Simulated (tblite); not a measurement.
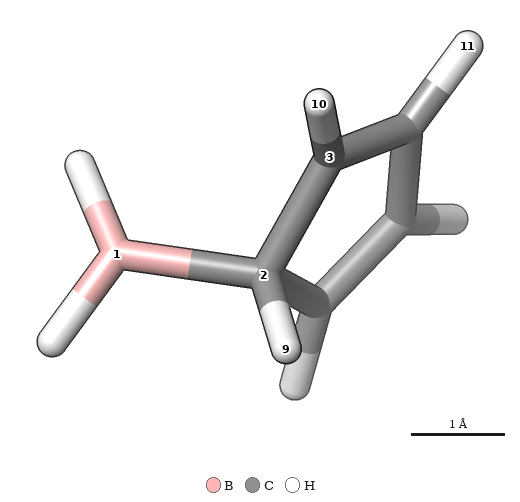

**Figure 1.** The input geometry (stick view, seen at a tilt; atoms are numbered from 1 in the order of the input).

Geometry relaxation, with input and output: C5H7B

C5H7B, computed with GFN2-xTB geometry optimisation, gas phase (tblite 0.8.0).

**Log**
```
step      E/eV     max force
  0    -420.12786    1.611
  1    -420.20481    1.309
  2    -420.26087    0.994
  3    -420.31630    0.585
  4    -420.33551    0.450
  5    -420.34328    0.223
  6    -420.34649    0.149
  7    -420.34862    0.132
  8    -420.35084    0.144
  9    -420.35238    0.118
 10    -420.35384    0.126
 11    -420.35507    0.092
 12    -420.35610    0.095
 13    -420.35687    0.092
 14    -420.35769    0.088
 15    -420.35903    0.121
 16    -420.36165    0.181
 17    -420.36655    0.250
 18    -420.37462    0.277
 19    -420.38486    0.344
 20    -420.39480    0.367
 21    -420.40923    0.368
 22    -420.42678    0.382
 23    -420.40079    0.710
 24    -420.43740    0.393
 25    -420.44906    0.287
 26    -420.46110    0.202
 27    -420.46760    0.243
 28    -420.47194    0.237
 29    -420.48308    0.208
 30    -420.48668    0.219
 31    -420.49476    0.187
 32    -420.50055    0.186
 33    -420.50743    0.176
 34    -420.51134    0.187
 35    -420.51424    0.174
 36    -420.51665    0.114
 37    -420.51926    0.103
 38    -420.52018    0.087
 39    -420.52094    0.054
 40    -420.52119    0.045
 41    -420.52143    0.034
 42    -420.52161    0.039
 43    -420.52175    0.032
 44    -420.52185    0.024
 45    -420.52195    0.027
 46    -420.52203    0.023
 47    -420.52208    0.023
 48    -420.52212    0.016
 49    -420.52216    0.022
 50    -420.52220    0.024
 51    -420.52223    0.016
 52    -420.52224    0.010
 53    -420.52225    0.008
 54    -420.52226    0.010
 55    -420.52227    0.011
 56    -420.52229    0.009
 57    -420.52230    0.009
 58    -420.52230    0.008
 59    -420.52231    0.006
 60    -420.52232    0.004
 61    -420.52232    0.005
 62    -420.52232    0.004
 63    -420.52232    0.004
 64    -420.52233    0.004
 65    -420.52233    0.002
```

**Trajectory as extended XYZ (Å, eV, eV/Å), 12 frames, from step=0 to step=65**
```
13
Properties=species:S:1:pos:R:3:forces:R:3 step=0 energy=-420.12786
B     1.8511   -0.5065   -0.4121   -0.4150   1.3270  -0.8130
C     0.6516    0.0514    0.4895    0.8120  -0.7550   0.9470
C    -0.4209   -0.9727    0.6536   -0.2680  -0.0130   0.2270
C    -1.5678   -0.4997    0.1466   -0.5780  -0.4150   0.0340
C    -1.3462    0.8263   -0.3608   -1.4900  -0.2000  -0.5030
C    -0.0817    1.1561   -0.1858    1.3280   0.8220   0.0480
H     2.8684    0.0863   -0.4122    0.0350  -0.3780   0.3210
H     1.5816   -1.0866   -1.3973    0.0450  -0.3190   0.3420
H     1.0367    0.3702    1.4931   -0.2460  -0.1130  -0.7070
H    -0.3234   -1.9428    1.1172    0.2860   0.1890  -0.0430
H    -2.5090   -1.0461    0.1461    0.2410   0.3370  -0.1270
H    -2.0935    1.4566   -0.8319    0.0760  -0.2440   0.1740
H     0.3485    2.1080   -0.4638    0.1740  -0.2380   0.1010
13
Properties=species:S:1:pos:R:3:forces:R:3 step=5 energy=-420.34328
B     1.8026   -0.3762   -0.4976   -0.0010  -0.0700   0.0320
C     0.6541    0.0202    0.5100   -0.0250   0.2150   0.0010
C    -0.4407   -0.9712    0.6768    0.1880  -0.1160   0.0330
C    -1.5800   -0.5051    0.1468   -0.1750  -0.0180  -0.0430
C    -1.3472    0.8135   -0.3778   -0.0760  -0.0110  -0.0170
C    -0.0613    1.1519   -0.1780   -0.0480   0.0780  -0.0790
H     2.8836    0.0579   -0.3765   -0.0860   0.0670   0.0120
H     1.5803   -1.1225   -1.3675   -0.0620   0.0270  -0.0360
H     1.0362    0.3658    1.4718    0.0810  -0.0660   0.0220
H    -0.2911   -1.9370    1.1221    0.0410  -0.0120   0.0670
H    -2.5216   -1.0284    0.1291   -0.0030   0.1070  -0.0660
H    -2.1038    1.4393   -0.8240    0.0400  -0.0820  -0.0010
H     0.3846    2.0926   -0.4528    0.1270  -0.1190   0.0750
13
Properties=species:S:1:pos:R:3:forces:R:3 step=11 energy=-420.35507
B     1.7898   -0.3757   -0.4983   -0.0090  -0.0060  -0.0160
C     0.6494    0.0285    0.5143   -0.0240   0.0160   0.0170
C    -0.4341   -0.9745    0.6777   -0.0480  -0.0010   0.0460
C    -1.5781   -0.5114    0.1454   -0.0260   0.0570  -0.0440
C    -1.3500    0.8075   -0.3817    0.0480   0.0470  -0.0210
C    -0.0659    1.1546   -0.1772    0.0880   0.0000   0.0270
H     2.8623    0.0734   -0.3720   -0.0200   0.0290  -0.0290
H     1.5612   -1.1151   -1.3720   -0.0340   0.0230  -0.0260
H     1.0563    0.3543    1.4727    0.0020  -0.0070   0.0130
H    -0.2723   -1.9309    1.1386   -0.0060  -0.0240   0.0320
H    -2.5313   -1.0097    0.1104    0.0360  -0.0380  -0.0020
H    -2.1116    1.4215   -0.8347    0.0530  -0.0570  -0.0050
H     0.4199    2.0780   -0.4409   -0.0600  -0.0390   0.0090
13
Properties=species:S:1:pos:R:3:forces:R:3 step=17 energy=-420.36655
B     1.7470   -0.3669   -0.5106   -0.0480   0.1160  -0.0440
C     0.6453    0.0204    0.5578    0.0940  -0.1300  -0.0020
C    -0.4487   -0.9691    0.7208    0.1490  -0.0300  -0.0290
C    -1.5689   -0.5072    0.1353    0.0930  -0.1740   0.0990
C    -1.3124    0.7968   -0.3989   -0.0300  -0.1010  -0.0150
C    -0.0330    1.1441   -0.1626   -0.0600  -0.0580   0.0510
H     2.8076    0.1227   -0.4080   -0.0500  -0.0700  -0.0710
H     1.4950   -1.0773   -1.4082   -0.0090   0.0750   0.1180
H     1.0877    0.3292    1.5026    0.0030   0.0320   0.0470
H    -0.2846   -1.9261    1.1871   -0.1020   0.0770   0.0030
H    -2.5127   -1.0160    0.0712   -0.0650  -0.0050  -0.0150
H    -2.0684    1.3812   -0.8813   -0.0610   0.1990  -0.1390
H     0.4416    2.0685   -0.4230    0.0870   0.0670  -0.0030
13
Properties=species:S:1:pos:R:3:forces:R:3 step=23 energy=-420.40079
B     1.3642   -0.0806   -0.6446    0.5150  -0.3180  -0.1420
C     0.6497   -0.0456    0.8398   -0.5220   0.4100   0.0950
C    -0.4521   -0.9738    0.9285   -0.0900   0.0870  -0.2070
C    -1.4658   -0.5652    0.0894   -0.0100   0.2950  -0.3020
C    -1.0969    0.6478   -0.5331   -0.2470  -0.0330   0.1290
C     0.1665    1.0169   -0.0698   -0.0290   0.2450  -0.1160
H     2.4481    0.3601   -0.7092    0.0990   0.0540   0.0410
H     1.0366   -0.7966   -1.4991   -0.1820  -0.3020   0.0110
H     1.2782    0.1821    1.6950   -0.0360  -0.1820  -0.2980
H    -0.4550   -1.8694    1.5362    0.0550   0.1600  -0.1890
H    -2.3904   -1.0698   -0.1524    0.1920  -0.0830   0.2490
H    -1.7127    1.2213   -1.2380    0.4080  -0.4310   0.3900
H     0.6251    1.9733   -0.2605   -0.1520   0.0990   0.3390
13
Properties=species:S:1:pos:R:3:forces:R:3 step=29 energy=-420.48308
B     1.4132   -0.1168   -0.6327   -0.0760  -0.0100  -0.0480
C     0.6211   -0.0146    0.8183    0.1290  -0.0380  -0.0290
C    -0.4555   -0.9638    0.8919    0.0820   0.0540   0.0470
C    -1.4775   -0.5536    0.0726    0.0150  -0.0160   0.0500
C    -1.1149    0.6603   -0.5218   -0.0050   0.0120  -0.0550
C     0.1593    1.0321   -0.0990   -0.0080   0.0480   0.0530
H     2.4960    0.3412   -0.6781   -0.0730  -0.0950   0.0130
H     1.0495   -0.8488   -1.4705    0.0230  -0.0780   0.1050
H     1.2629    0.1863    1.6587    0.0680  -0.0340   0.0060
H    -0.4317   -1.8654    1.4807    0.0280   0.0200  -0.0700
H    -2.3967   -1.0816   -0.1035   -0.0100  -0.0070  -0.0260
H    -1.7290    1.2227   -1.1960   -0.0870   0.0560  -0.1810
H     0.5989    2.0025   -0.2383   -0.0860   0.0880   0.1370
13
Properties=species:S:1:pos:R:3:forces:R:3 step=35 energy=-420.51424
B     1.3536   -0.0814   -0.6695   -0.0170   0.0170   0.0530
C     0.6196    0.0051    0.8493   -0.1540   0.0570   0.0580
C    -0.4389   -0.9395    0.9020   -0.0410  -0.0090  -0.0020
C    -1.4598   -0.5409    0.0563    0.0080  -0.0260  -0.0060
C    -1.1009    0.6574   -0.5525    0.0190  -0.0340   0.1080
C     0.1794    1.0402   -0.0899    0.0160  -0.0290   0.0220
H     2.4539    0.3163   -0.7105    0.0610   0.0000  -0.0770
H     0.9864   -0.8971   -1.4168   -0.0160  -0.0520  -0.0650
H     1.3219    0.1484    1.6539   -0.0070   0.0290  -0.0750
H    -0.4256   -1.8514    1.4731    0.0230   0.0050   0.0120
H    -2.3651   -1.0971   -0.1105    0.0040   0.0440  -0.0940
H    -1.6870    1.1960   -1.2824    0.0930  -0.0760   0.0850
H     0.5581    2.0445   -0.1204    0.0110   0.0760  -0.0180
13
Properties=species:S:1:pos:R:3:forces:R:3 step=41 energy=-420.52143
B     1.3325   -0.0684   -0.6804    0.0080   0.0030   0.0270
C     0.6059    0.0126    0.8729    0.0080  -0.0050  -0.0170
C    -0.4412   -0.9367    0.9166   -0.0240   0.0010  -0.0080
C    -1.4547   -0.5438    0.0536   -0.0030   0.0060  -0.0070
C    -1.0910    0.6508   -0.5464    0.0120   0.0080  -0.0100
C     0.1888    1.0420   -0.0773   -0.0120  -0.0070  -0.0170
H     2.4389    0.3139   -0.7421    0.0250   0.0070  -0.0190
H     0.9639   -0.8985   -1.4151   -0.0310  -0.0150  -0.0010
H     1.3377    0.1418    1.6497    0.0110   0.0090   0.0210
H    -0.4268   -1.8469    1.4898    0.0070  -0.0010   0.0200
H    -2.3562   -1.0950   -0.1441    0.0110  -0.0140  -0.0190
H    -1.6549    1.1745   -1.2987   -0.0120   0.0070   0.0180
H     0.5527    2.0542   -0.0962   -0.0010   0.0000   0.0120
13
Properties=species:S:1:pos:R:3:forces:R:3 step=47 energy=-420.52208
B     1.3339   -0.0700   -0.6786   -0.0080  -0.0030  -0.0060
C     0.6070    0.0120    0.8728    0.0030   0.0020  -0.0020
C    -0.4421   -0.9367    0.9170    0.0060   0.0020   0.0000
C    -1.4529   -0.5449    0.0510    0.0060  -0.0070  -0.0100
C    -1.0886    0.6507   -0.5481   -0.0040   0.0060   0.0070
C     0.1888    1.0424   -0.0757    0.0080   0.0050  -0.0050
H     2.4411    0.3131   -0.7534   -0.0210  -0.0100   0.0020
H     0.9531   -0.8995   -1.4097    0.0080   0.0000   0.0060
H     1.3369    0.1441    1.6518   -0.0040   0.0030   0.0090
H    -0.4275   -1.8435    1.4963   -0.0030   0.0010  -0.0040
H    -2.3506   -1.0994   -0.1547    0.0040  -0.0060  -0.0020
H    -1.6552    1.1772   -1.2963   -0.0020   0.0000   0.0090
H     0.5516    2.0549   -0.0900    0.0080   0.0050  -0.0040
13
Properties=species:S:1:pos:R:3:forces:R:3 step=53 energy=-420.52225
B     1.3322   -0.0723   -0.6780    0.0000  -0.0020  -0.0010
C     0.6079    0.0132    0.8724   -0.0010   0.0010   0.0040
C    -0.4408   -0.9366    0.9157    0.0040   0.0000   0.0020
C    -1.4506   -0.5460    0.0486   -0.0050   0.0020   0.0060
C    -1.0886    0.6525   -0.5468    0.0020  -0.0030  -0.0030
C     0.1888    1.0442   -0.0755   -0.0050  -0.0010   0.0050
H     2.4387    0.3103   -0.7550   -0.0020  -0.0020   0.0020
H     0.9526   -0.9027   -1.4084   -0.0040   0.0030   0.0040
H     1.3343    0.1468    1.6547    0.0010   0.0030  -0.0030
H    -0.4272   -1.8428    1.4960    0.0040  -0.0020  -0.0070
H    -2.3469   -1.1021   -0.1587    0.0020  -0.0020  -0.0020
H    -1.6586    1.1799   -1.2916    0.0030   0.0050  -0.0020
H     0.5539    2.0561   -0.0910    0.0020  -0.0030  -0.0040
13
Properties=species:S:1:pos:R:3:forces:R:3 step=59 energy=-420.52231
B     1.3313   -0.0740   -0.6764   -0.0030   0.0020   0.0050
C     0.6078    0.0145    0.8728    0.0020  -0.0010  -0.0010
C    -0.4402   -0.9363    0.9153   -0.0010  -0.0010  -0.0020
C    -1.4505   -0.5458    0.0489    0.0040  -0.0020  -0.0010
C    -1.0891    0.6532   -0.5465    0.0010   0.0010   0.0020
C     0.1877    1.0451   -0.0747    0.0010   0.0000   0.0000
H     2.4376    0.3079   -0.7542    0.0060   0.0000   0.0010
H     0.9502   -0.9038   -1.4061   -0.0050  -0.0020  -0.0030
H     1.3341    0.1496    1.6548   -0.0010   0.0000   0.0010
H    -0.4246   -1.8444    1.4923    0.0010  -0.0020   0.0000
H    -2.3450   -1.1041   -0.1603   -0.0020   0.0030   0.0000
H    -1.6586    1.1826   -1.2903   -0.0010  -0.0030  -0.0020
H     0.5550    2.0559   -0.0934   -0.0010   0.0040  -0.0020
13
Properties=species:S:1:pos:R:3:forces:R:3 step=65 energy=-420.52233
B     1.3314   -0.0750   -0.6752    0.0010   0.0000  -0.0010
C     0.6084    0.0148    0.8724   -0.0010   0.0010   0.0000
C    -0.4397   -0.9367    0.9146   -0.0010   0.0010   0.0010
C    -1.4501   -0.5460    0.0489    0.0000   0.0000  -0.0010
C    -1.0891    0.6536   -0.5460   -0.0010   0.0000  -0.0010
C     0.1872    1.0458   -0.0742    0.0010   0.0000  -0.0010
H     2.4381    0.3067   -0.7533   -0.0010  -0.0020  -0.0010
H     0.9486   -0.9037   -1.4057    0.0000   0.0020   0.0000
H     1.3334    0.1507    1.6553   -0.0010   0.0000   0.0010
H    -0.4232   -1.8453    1.4908    0.0010   0.0000   0.0000
H    -2.3452   -1.1033   -0.1604    0.0010   0.0000   0.0010
H    -1.6591    1.1822   -1.2900    0.0010  -0.0010   0.0010
H     0.5549    2.0566   -0.0948   -0.0010  -0.0020   0.0010
```

The run was set up as follows.

**Input file**
```
{"job": {"xc": "GFN2-xTB", "basis": "xTB", "kind": "relax"}, "charge": 0, "multiplicity": 1}
B      1.851100    -0.506500    -0.412100
C      0.651600     0.051400     0.489500
C     -0.420900    -0.972700     0.653600
C     -1.567800    -0.499700     0.146600
C     -1.346200     0.826300    -0.360800
C     -0.081700     1.156100    -0.185800
H      2.868400     0.086300    -0.412200
H      1.581600    -1.086600    -1.397300
H      1.036700     0.370200     1.493100
H     -0.323400    -1.942800     1.117200
H     -2.509000    -1.046100     0.146100
H     -2.093500     1.456600    -0.831900
H      0.348500     2.108000    -0.463800
```

The first line tells a small driver script what to run in tblite; the rest is the geometry in Å.

Launched with:
```bash
OMP_NUM_THREADS=1 python <driver script> task.json out
```

**Key numbers**

| quantity | value |
| --- | --- |
| outcome | converged |
| total energy | −420.5223 eV |
| hardware | 1 CPU thread, shared host |
| peak memory | 0.18 GiB |
